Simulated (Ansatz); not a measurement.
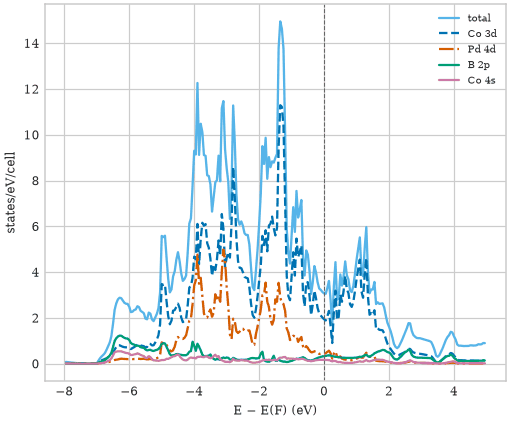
*Total and projected density of states of Co3BPd in space group Pm-3m (No. 221; Co on 3c, Pd on 1a, B on 1b), DFT-r²SCAN in the program Ansatz with PAW potentials*

### Question
Which orbitals carry the states next to the Fermi level?

### Answer
Within 0.5 eV of the Fermi level: Co 3d 69 %, Pd 4d 13 %, B 2p 8 %. Projections are on Löwdin-orthogonalised atomic valence shells; empty p or d shells of many metals are not among them.

### Question
Where is the tallest occupied peak in this window, and what makes it?

### Answer
Near -1.3 eV, about 15 states/eV per cell; the largest projected share is Co 3d.

The start of the workflow was typed in or built on a structure type; neither database checked (COD, Materials Project) lists it. Its standing as an ambient phase is unchecked. The r²SCAN relaxation kept the symmetry of its start; whether a distortion lowers the energy is not shown. Spin order of the final state: ferromagnetic, the only order run, not a proven ground state. Its formation energy is positive at this level, so the cell may be metastable or incomplete. Other orbital occupations within this spin state were not tried. Scalar-relativistic: spin–orbit coupling is off unless named, which matters more the heavier the elements.

Potentials: the earlier of the program's two PAW sets. The files were generated under PBE; for other functionals the program regenerates the frozen cores, and for LDA and PBEsol the local potential too.
